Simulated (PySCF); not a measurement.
SMILES CCCCc1ccccc1 at its GFN2-xTB optimised geometry (Å):

```
24

C     -1.4800    -2.7078    -3.8480
C     -0.9227    -2.4372    -2.4560
C     -2.0360    -2.1922    -1.4413
C     -1.4926    -1.9033    -0.0357
C     -0.7151    -0.6187     0.0000
C     -1.3806     0.6014     0.0015
C     -0.6768     1.7918     0.0013
C      0.7078     1.7796    -0.0006
C      1.3813     0.5707     0.0000
C      0.6736    -0.6187     0.0000
H     -2.0599    -1.8563    -4.1978
H     -2.1283    -3.5816    -3.8379
H     -0.6735    -2.8868    -4.5556
H     -0.2680    -1.5637    -2.4900
H     -0.3224    -3.2914    -2.1335
H     -2.6834    -3.0714    -1.3978
H     -2.6430    -1.3463    -1.7716
H     -2.3338    -1.8375     0.6587
H     -0.8554    -2.7322     0.2796
H     -2.4617     0.6165     0.0069
H     -1.2091     2.7322     0.0043
H      1.2590     2.7086    -0.0002
H      2.4617     0.5534     0.0002
H      1.2059    -1.5596     0.0014
```

Computed with CAM-B3LYP/def2-SVP (PySCF). Cells within 0.4 Å of a nucleus heavier than hydrogen are left out (blank, or x).

Map of the Laplacian of the electron density (e/bohr⁵), clipped to [-1.50, 1.50] on the plane z = 0.0 Å:

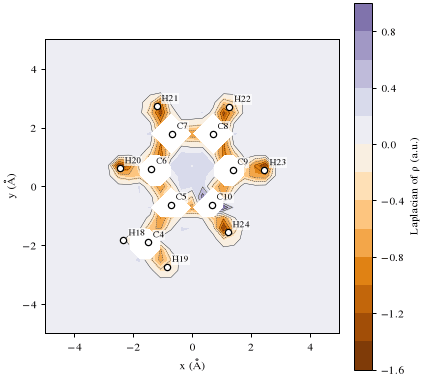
Fig. 1. Laplacian of the electron density (e/bohr⁵), clipped to [-1.50, 1.50] on the plane z = 0.0 Å.
